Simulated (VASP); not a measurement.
Energy against volume of CdS (zinc blende). Computed with PW91 GGA, VASP's PBE PAW potentials (set 64) (plane waves; VASP 6.6.1).

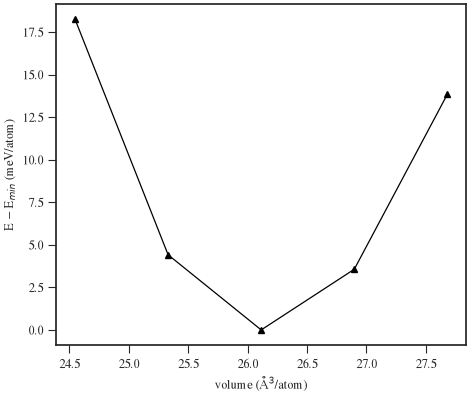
Energy against volume

### Question
Estimate the equilibrium volume and the bulk modulus.

### Answer
The minimum lies near 26.1 Å³/atom, and the curvature gives B0 of about 54 GPa.

Measured: a 5.832 Å (computed value off by +1.8 %), as given by arXiv:1206.3780. The calculation is for a static lattice, while the measured a holds thermal and zero-point effects, which are part of the difference.

The compound is CdS in the zinc blende structure, a metastable form; wurtzite is the usual one. It was relaxed first, which changed the volume by +6 %.
